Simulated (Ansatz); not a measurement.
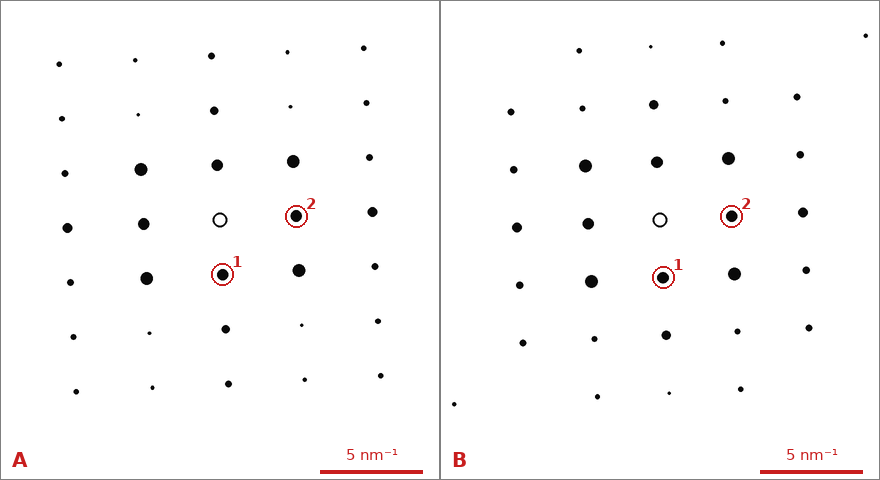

Kinematic electron diffraction patterns (200 kV, B = 0.5 Å², same scale) along [1-10] of the run's own cell, for the start and the end of one relaxation of Mg2Be with Ansatz 0.2.0, DFT PBE, scalar-relativistic, plane waves, PAW. k mesh 16×16×16. The start is a generated model structure, and the relaxation ends in the nearest stationary point of its symmetry, not necessarily the ground state. Spot 1 is -1 -1 1 and spot 2 is 0 0 -1 in both.

Start structure:

```yaml
crystal:
  lattice:
    - [-1.76839, 2.33127, 3.49813]
    - [1.76839, -2.33127, 3.49813]
    - [1.76839, 2.33127, -3.49813]
  atoms:
    - { symbol: Mg, position: [0.21242, 0.21242, 0.00000] }
    - { symbol: Mg, position: [0.78758, 0.78758, 0.00000] }
    - { symbol: Be, position: [0.50000, 0.00000, 0.50000] }
```

Question: Which pattern belongs to the start structure, and which to the relaxed one?

Answer: B is the start: its cell gives d(1) = 3.498 Å, d(2) = 2.818 Å and an angle of 90.0°. A is the relaxed structure, with d(1) = 3.694 Å (+5.6 %), d(2) = 2.649 Å (-6.0 %) and 90.0°.

Question: What did the relaxation do to the structure and the energy?

Answer: The volume changed by -3.2 % to 18.62 Å³ an atom; with the mean shift removed, the atoms moved by up to 0.10 Å relative to the cell (Mg most); the space group stayed Immm (No. 71); the free energy fell by 16 meV an atom. Relaxed cell: a = 4.668 Å, b = 4.668 Å, c = 4.668 Å, α = 139.93°, β = 119.15°, γ = 75.39°.
